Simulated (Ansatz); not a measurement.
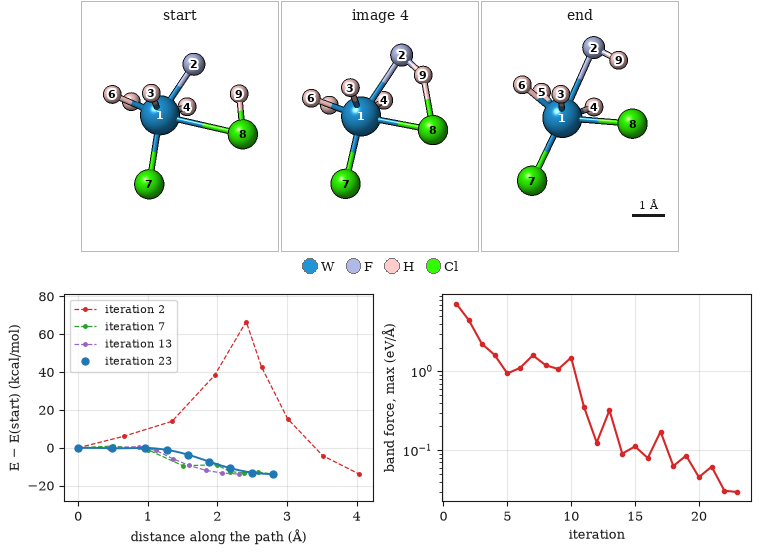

A nudged-elastic-band calculation for WH₅Cl₂F. Images are numbered from 0 (start) to 8 (end). The plot follows the band through its iterations. Style: ball-and-stick. Shown from a free direction.

The calculation used Ansatz 0.2.0, RKS PBE/def2-SVP. Run with 7 movable images; climbing image; force threshold 0.03 eV/Å; iteration limit 60; starting path through a guess of the saddle point.

Q: How did the profile develop, and is the result final?

A: The run is converged, with reservations. The band converged in 23 iterations. The largest component of the band force went from 7.2 to 0.03 eV/Å. The first iteration put the highest image at 125.5 kcal/mol. No barrier shows: the energy is highest at the start, and the end lies 13.9 kcal/mol below the start.
